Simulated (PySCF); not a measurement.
**C$_{4}$H$_{12}$Si$_{3}$ (SMILES C=C[SiH2]/C([SiH3])=C\[SiH3]): density, localisation and related maps**

```xyz
19

C     2.6925   -1.1069   -1.1602
C     1.4179   -1.3292   -0.8819
Si    0.5813   -0.8981    0.7498
C    -0.3819    0.7138    0.4939
Si    0.6020    2.3196    0.6917
C    -1.6741    0.7490    0.1451
Si   -2.8307   -0.7005   -0.1856
H     3.3604   -0.6694   -0.4351
H     3.1338   -1.3501   -2.1157
H     0.7953   -1.7713   -1.6515
H     1.5981   -0.6748    1.7868
H    -0.2991   -2.0005    1.1569
H    -0.3022    3.4703    0.6131
H     1.5975    2.4069   -0.3813
H     1.2851    2.3254    1.9880
H    -2.1355    1.7272    0.0197
H    -2.2325   -1.6357   -1.1431
H    -3.1484   -1.4051    1.0599
H    -4.0692   -0.1616   -0.7578
```

Geometry: GFN2-xTB.

Theory: CAM-B3LYP/def2-SVPD, SCF density, gas phase in PySCF.

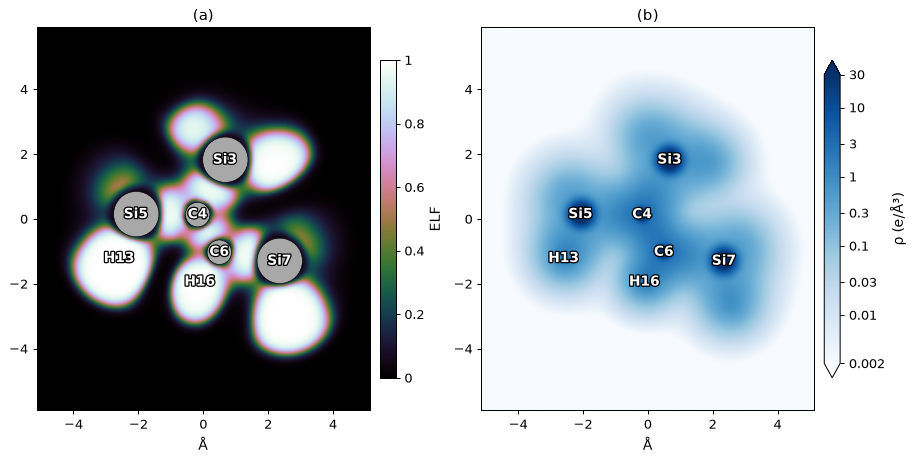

Figure 1. (a) ELF; (b) total electron density on the plane of atoms Si3, C4 and Si5. Grey discs cover the atomic cores in the ELF map.

### What does the map show?

The plane passes through Si, C and H nuclei. C–C (1.34 Å): ρ is about 2.2 e/Å³ halfway; the ELF peaks at about 0.95 between the atoms (a short, multiple covalent bond). C–Si (1.90 Å): the density is about 0.94 e/Å³ at the midpoint; the ELF peaks at about 0.95 between the atoms; localised, covalent bonding. C–H (1.09 Å): ρ at the midpoint is about 2 e/Å³; the ELF climbs to about 1 towards the hydrogen, as it does in any bond to H; an ordinary covalent bond to hydrogen. Si–H (1.47 Å): ρ at the midpoint is about 0.79 e/Å³; the ELF climbs to about 1 towards the hydrogen.

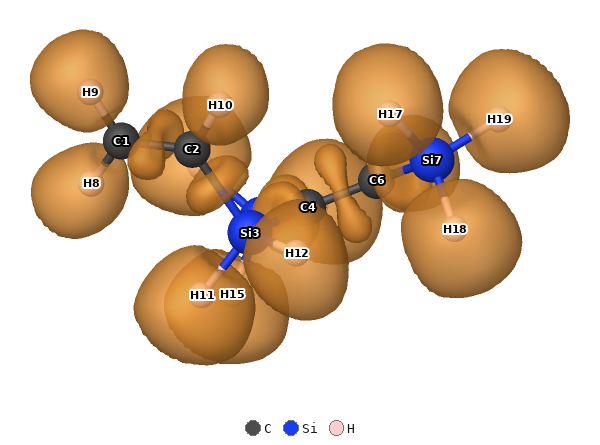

Figure 2. Isosurface of the ELF at 0.8 (orange), seen from one side. Only the valence region is drawn (cores and ρ < 0.01 e/Å³ removed).

### Where are the electrons localised?

The ELF exceeds this value in two regions between bonded C–C atoms (shared pairs), four regions between bonded C–Si atoms (shared pairs) and twelve regions around hydrogen nuclei.


C–C (1.32 Å): the ELF peaks at about 0.95 between the atoms: a short, multiple covalent bond. C–Si (1.88 Å): the ELF peaks at about 1 between the atoms (localised, covalent bonding).

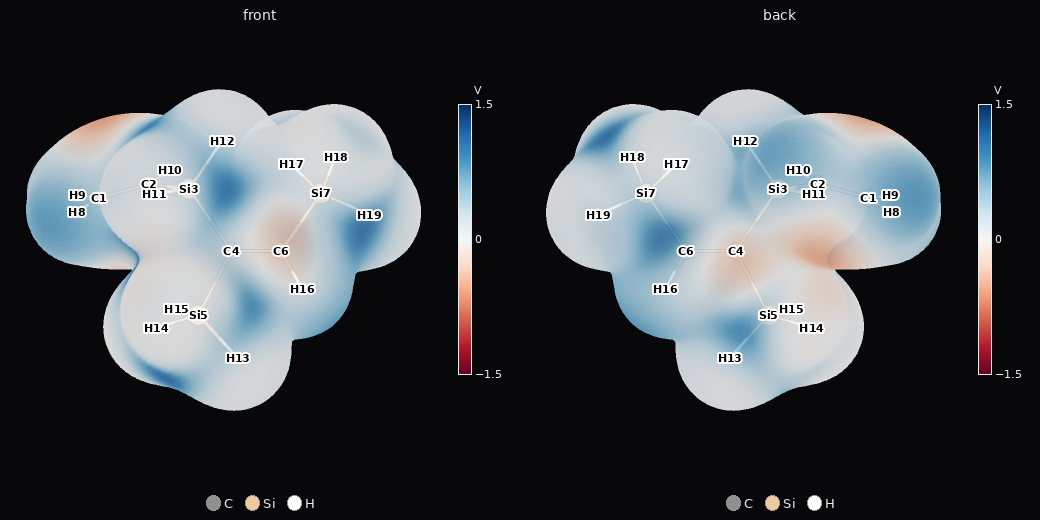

Figure 3. The molecular electrostatic potential painted on the density surface at 0.002 e/bohr³, seen from the front and from behind; the colour scale runs from red (negative) to blue (positive).

### Where is the surface potential most negative and most positive?

The most negative region (about −0.5 V) lies over the π face of C1 and C2, the most positive (about +1.1 V) over Si3, Si5 and Si7.
